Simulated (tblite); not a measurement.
Geometry relaxation, with input and output: C7H9BSi

System: C7H9BSi, SMILES B[SiH2]c1ccc2c(c1)C2.
Method: GFN2-xTB geometry optimisation, gas phase (tblite 0.8.0).

It belongs to a series of runs on one base structure; here: constitutional isomer.

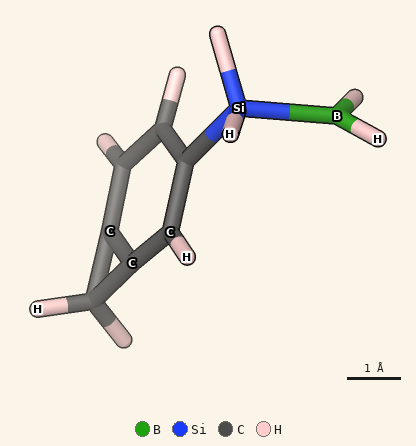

The structure as given in the input (stick view, seen at a tilt). Bond lengths as drawn: B–H 1.18 Å, B–Si 1.95 Å, C–C 1.35 to 1.47 Å, C–H 1.08 to 1.11 Å, C–Si 1.86 Å and H–Si 1.46 to 1.47 Å.

Input:
```
{"job": {"kind": "relax", "xc": "GFN2-xTB", "basis": "xTB"}, "charge": 0, "multiplicity": 1}
B     -2.580100    -1.660400     1.196300
Si    -2.279500    -0.384900    -0.245200
C     -0.487300     0.099700    -0.224900
C     -0.074600     1.205100     0.647400
C      1.285700     1.648400     0.774700
C      2.095300     0.922500    -0.044700
C      1.685800    -0.165500    -0.918900
C      0.424000    -0.631500    -1.056300
C      3.028800     0.232600    -0.838400
H     -2.985800    -2.744200     0.953400
H     -2.371000    -1.350400     2.313800
H     -2.616300    -1.014900    -1.522500
H     -3.122100     0.799700    -0.021200
H     -0.815000     1.696600     1.259000
H      1.616100     2.462800     1.411600
H      0.140700    -1.453400    -1.700900
H      3.675800    -0.459800    -0.272000
H      3.370800     0.803900    -1.722800
```

The first line tells a small driver script what to run in tblite; the rest is the geometry in Å.

Machine: 1 CPU thread, shared host.

Launched with:
```bash
OMP_NUM_THREADS=1 python <driver script> task.json out
```

Output:
```
step      E/eV     max force
  0    -608.74719    4.765
  1    -609.07914    3.451
  2    -609.23172    1.416
  3    -609.31440    0.801
  4    -609.40428    0.831
  5    -609.47374    0.726
  6    -609.50762    0.404
  7    -609.52727    0.346
  8    -609.53590    0.241
  9    -609.54151    0.159
 10    -609.54519    0.138
 11    -609.54759    0.137
 12    -609.54909    0.113
 13    -609.55049    0.092
 14    -609.55155    0.072
 15    -609.55217    0.050
 16    -609.55248    0.037
 17    -609.55272    0.035
 18    -609.55294    0.031
 19    -609.55310    0.035
 20    -609.55320    0.026
 21    -609.55327    0.020
 22    -609.55333    0.019
 23    -609.55339    0.020
 24    -609.55346    0.022
 25    -609.55354    0.024
 26    -609.55365    0.025
 27    -609.55378    0.024
 28    -609.55390    0.026
 29    -609.55401    0.025
 30    -609.55411    0.021
 31    -609.55420    0.021
 32    -609.55429    0.018
 33    -609.55436    0.019
 34    -609.55443    0.019
 35    -609.55450    0.019
 36    -609.55460    0.024
 37    -609.55473    0.030
 38    -609.55486    0.031
 39    -609.55498    0.032
 40    -609.55511    0.030
 41    -609.55527    0.033
 42    -609.55548    0.037
 43    -609.55567    0.033
 44    -609.55582    0.024
 45    -609.55593    0.032
 46    -609.55604    0.039
 47    -609.55621    0.041
 48    -609.55646    0.046
 49    -609.55673    0.050
 50    -609.55698    0.042
 51    -609.55709    0.074
 52    -609.55742    0.041
 53    -609.55764    0.027
 54    -609.55793    0.023
 55    -609.55808    0.030
 56    -609.55821    0.035
 57    -609.55841    0.039
 58    -609.55866    0.042
 59    -609.55896    0.052
 60    -609.55918    0.048
 61    -609.55936    0.043
 62    -609.55950    0.072
 63    -609.55978    0.076
 64    -609.56006    0.048
 65    -609.56043    0.028
 66    -609.56052    0.031
 67    -609.56068    0.039
 68    -609.56076    0.026
 69    -609.56082    0.014
 70    -609.56085    0.014
 71    -609.56089    0.025
 72    -609.56092    0.019
 73    -609.56096    0.013
 74    -609.56100    0.015
 75    -609.56104    0.014
 76    -609.56106    0.010
```

Trajectory as extended XYZ (Å, eV, eV/Å), 6 of the 77 frames kept, from step=0 to step=76:
```
18
Properties=species:S:1:pos:R:3:forces:R:3 step=0 energy=-608.74719
B    -2.5801   -1.6604    1.1963   -0.0920  -0.2820   0.2560
Si   -2.2795   -0.3849   -0.2452   -0.7550  -0.3780   0.4750
C    -0.4873    0.0997   -0.2249    0.9730   2.0470   1.1850
C    -0.0746    1.2051    0.6474    0.2290  -1.7450  -1.3500
C     1.2857    1.6484    0.7747   -0.5230  -1.0950  -0.9960
C     2.0953    0.9225   -0.0447   -2.9630   0.1140   0.7120
C     1.6858   -0.1655   -0.9189   -2.7040   0.7210   1.2970
C     0.4240   -0.6315   -1.0563    0.5230   1.0050   0.8300
C     3.0288    0.2326   -0.8384    4.5190  -0.4210  -1.4510
H    -2.9858   -2.7442    0.9534    0.1340   0.2410   0.2550
H    -2.3710   -1.3504    2.3138   -0.0800  -0.2160  -0.1570
H    -2.6163   -1.0149   -1.5225    0.0120   0.2120  -0.3720
H    -3.1221    0.7997   -0.0212   -0.0170   0.1620  -0.2370
H    -0.8150    1.6966    1.2590   -0.1500  -0.1370  -0.1660
H     1.6161    2.4628    1.4116   -0.2360  -0.2130  -0.0970
H     0.1407   -1.4534   -1.7009   -0.1660   0.1830   0.1530
H     3.6758   -0.4598   -0.2720    0.5130   0.4250  -0.8040
H     3.3708    0.8039   -1.7228    0.7840  -0.6240   0.4650
18
Properties=species:S:1:pos:R:3:forces:R:3 step=15 energy=-609.55217
B    -2.6129   -1.6905    1.2406    0.0190  -0.0190   0.0170
Si   -2.3409   -0.4017   -0.2065   -0.0430  -0.0210   0.0120
C    -0.5189    0.1368   -0.1996    0.0030  -0.0320  -0.0130
C    -0.1010    1.1688    0.6277   -0.0140   0.0290   0.0200
C     1.2351    1.6057    0.7349   -0.0070  -0.0100   0.0060
C     2.0792    0.9022   -0.0581    0.0180   0.0030  -0.0060
C     1.6836   -0.1315   -0.8836    0.0140   0.0070   0.0190
C     0.4094   -0.5704   -1.0033    0.0260   0.0010  -0.0090
C     3.1312    0.2281   -0.8663   -0.0310  -0.0310  -0.0240
H    -2.9715   -2.7859    1.0400    0.0010  -0.0030  -0.0040
H    -2.3846   -1.4126    2.3539   -0.0160   0.0180   0.0140
H    -2.6014   -0.8997   -1.5723    0.0080   0.0330  -0.0140
H    -3.1436    0.8338   -0.1030    0.0080   0.0040  -0.0050
H    -0.8453    1.6758    1.2247   -0.0190   0.0070   0.0120
H     1.5092    2.4157    1.3960    0.0260  -0.0060  -0.0240
H     0.0786   -1.3767   -1.6420    0.0260  -0.0080  -0.0200
H     3.8329   -0.4361   -0.3724   -0.0140   0.0040   0.0120
H     3.5521    0.7446   -1.7223   -0.0030   0.0210   0.0070
18
Properties=species:S:1:pos:R:3:forces:R:3 step=30 energy=-609.55411
B    -2.6147   -1.6914    1.2442    0.0100  -0.0090   0.0020
Si   -2.3418   -0.4060   -0.2056   -0.0200   0.0050  -0.0030
C    -0.5169    0.1243   -0.1979    0.0020   0.0040  -0.0060
C    -0.1038    1.1599    0.6288    0.0070   0.0090   0.0080
C     1.2309    1.6030    0.7327    0.0070   0.0000  -0.0060
C     2.0785    0.8994   -0.0566   -0.0020  -0.0160  -0.0050
C     1.6848   -0.1346   -0.8821    0.0140  -0.0060  -0.0140
C     0.4124   -0.5763   -1.0067    0.0100   0.0010   0.0040
C     3.1304    0.2278   -0.8681   -0.0050   0.0110   0.0080
H    -2.9470   -2.7959    1.0506    0.0030  -0.0130  -0.0100
H    -2.4183   -1.3942    2.3590   -0.0130   0.0130   0.0070
H    -2.5987   -0.8686   -1.5845   -0.0100  -0.0030   0.0090
H    -3.1328    0.8359   -0.0860    0.0010   0.0040  -0.0060
H    -0.8529    1.6626    1.2245    0.0120   0.0070   0.0050
H     1.5093    2.4211    1.3815   -0.0130  -0.0070   0.0070
H     0.0876   -1.3787   -1.6538    0.0090   0.0010   0.0030
H     3.8323   -0.4357   -0.3730   -0.0060   0.0110  -0.0020
H     3.5519    0.7535   -1.7185   -0.0070  -0.0110  -0.0010
18
Properties=species:S:1:pos:R:3:forces:R:3 step=46 energy=-609.55604
B    -2.6209   -1.6884    1.2440    0.0160   0.0070  -0.0080
Si   -2.3463   -0.4008   -0.2039   -0.0050   0.0180  -0.0120
C    -0.5131    0.1139   -0.2001   -0.0110  -0.0010   0.0090
C    -0.1005    1.1480    0.6294   -0.0050   0.0080   0.0040
C     1.2324    1.5965    0.7323   -0.0010  -0.0060  -0.0020
C     2.0804    0.8989   -0.0616    0.0050  -0.0060  -0.0010
C     1.6908   -0.1398   -0.8832   -0.0070   0.0050   0.0010
C     0.4195   -0.5852   -1.0066   -0.0160  -0.0010  -0.0020
C     3.1337    0.2320   -0.8742    0.0040   0.0090   0.0060
H    -2.8390   -2.8210    1.0477    0.0090  -0.0020  -0.0050
H    -2.5410   -1.3569    2.3637   -0.0090  -0.0030   0.0050
H    -2.6391   -0.8505   -1.5811    0.0300   0.0020   0.0250
H    -3.1141    0.8559   -0.0706    0.0100  -0.0140  -0.0100
H    -0.8493    1.6470    1.2279    0.0010   0.0130   0.0090
H     1.5077    2.4120    1.3859   -0.0080  -0.0060  -0.0070
H     0.0999   -1.3885   -1.6541   -0.0120  -0.0180  -0.0040
H     3.8436   -0.4195   -0.3758   -0.0030  -0.0180  -0.0080
H     3.5467    0.7527   -1.7313    0.0030   0.0120   0.0010
18
Properties=species:S:1:pos:R:3:forces:R:3 step=61 energy=-609.55936
B    -2.6250   -1.6792    1.2426    0.0420   0.0080  -0.0040
Si   -2.3566   -0.3840   -0.1975    0.0380   0.0060  -0.0070
C    -0.5172    0.1107   -0.1836    0.0080   0.0200  -0.0060
C    -0.0969    1.1466    0.6397   -0.0020  -0.0060   0.0150
C     1.2387    1.5872    0.7379   -0.0010  -0.0010   0.0080
C     2.0797    0.8900   -0.0630   -0.0090  -0.0030  -0.0060
C     1.6802   -0.1422   -0.8880   -0.0020  -0.0160   0.0060
C     0.4084   -0.5915   -0.9962   -0.0050   0.0040   0.0040
C     3.1245    0.2283   -0.8888   -0.0050  -0.0170  -0.0130
H    -2.6127   -2.8317    1.0427   -0.0060  -0.0160   0.0040
H    -2.7436   -1.3429    2.3573   -0.0140   0.0060  -0.0040
H    -2.6212   -0.8498   -1.5736   -0.0090   0.0100   0.0020
H    -3.1001    0.8875   -0.0907   -0.0160  -0.0130  -0.0110
H    -0.8379    1.6543    1.2406   -0.0160  -0.0060   0.0050
H     1.5201    2.3971    1.3950    0.0010   0.0140   0.0010
H     0.0842   -1.4003   -1.6357   -0.0070   0.0160   0.0050
H     3.8367   -0.4334   -0.4071    0.0020   0.0040   0.0030
H     3.5299    0.7598   -1.7432    0.0010  -0.0080  -0.0040
18
Properties=species:S:1:pos:R:3:forces:R:3 step=76 energy=-609.56106
B    -2.6115   -1.6774    1.2373    0.0080  -0.0010   0.0000
Si   -2.3559   -0.3786   -0.2013   -0.0030  -0.0050   0.0070
C    -0.5197    0.1211   -0.1747   -0.0020   0.0020  -0.0020
C    -0.0926    1.1502    0.6530    0.0010  -0.0020  -0.0040
C     1.2458    1.5856    0.7423    0.0030  -0.0040   0.0090
C     2.0804    0.8830   -0.0612   -0.0020   0.0030   0.0000
C     1.6740   -0.1499   -0.8822   -0.0040   0.0030  -0.0020
C     0.3985   -0.5861   -0.9904   -0.0030  -0.0030  -0.0030
C     3.1180    0.2179   -0.8949    0.0000   0.0020   0.0030
H    -2.4829   -2.8272    1.0603    0.0020   0.0020   0.0020
H    -2.8501   -1.3402    2.3325    0.0010  -0.0010  -0.0020
H    -2.6131   -0.8445   -1.5787    0.0000  -0.0020  -0.0010
H    -3.1178    0.8819   -0.1056   -0.0030   0.0080   0.0030
H    -0.8300    1.6568    1.2598   -0.0010   0.0010  -0.0060
H     1.5342    2.3971    1.3946   -0.0010   0.0050   0.0030
H     0.0636   -1.3883   -1.6318    0.0010  -0.0020  -0.0070
H     3.8341   -0.4421   -0.4166   -0.0020  -0.0010   0.0000
H     3.5163    0.7469   -1.7543    0.0060  -0.0060   0.0020
```

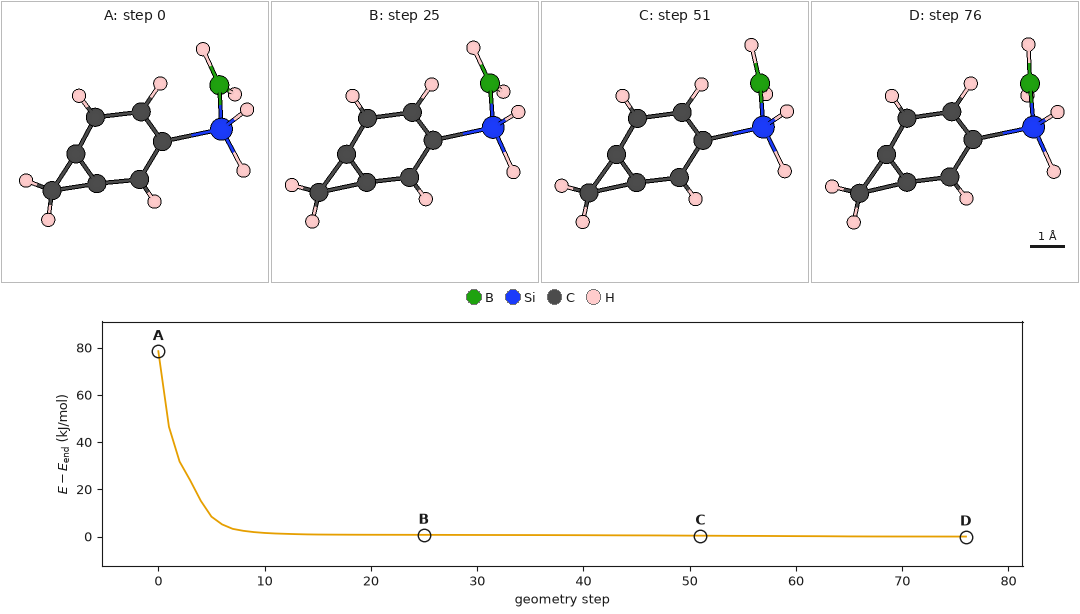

Frames of the relaxation (ball-and-stick view, seen at a tilt) above the curves, on which the letters mark them (steps are counted from 0).

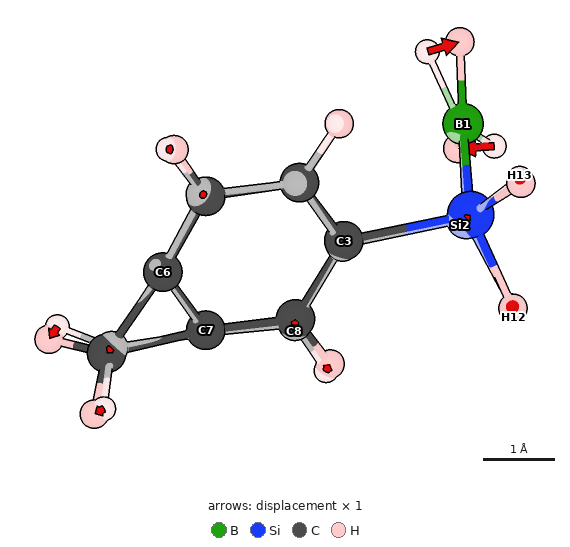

Start (faint) and end (solid) with the displacements as red arrows, at true length (ball-and-stick view, seen at a tilt). The two geometries are laid on each other by the best rigid fit. The atom that moves furthest after the best rigid fit is H10 (0.52 Å). Largest moves by element: H 0.52 Å, C 0.11 Å, Si 0.09 Å, B 0.05 Å. Distances before and after: C7–C9 1.403 → 1.490 Å, C6–C9 1.406 → 1.488 Å, C3–C4 1.467 → 1.388 Å, C6–C7 1.455 → 1.381 Å. Among the angles that change: H17–C9–H18 123.5° → 113.8°, B1–Si2–H12 109.2° → 117.0°, C6–C9–C7 62.4° → 55.2°. Over 76 geometry steps the energy falls by 78.5 kJ/mol. Largest force component: 4.5 eV/Å at the start, 0.009 eV/Å at the end. (Atoms are counted from 1 in the order of the input.)

Summary:

- outcome: converged
- total energy: −609.5611 eV
- wall time: 3 s
- peak memory: 0.18 GiB
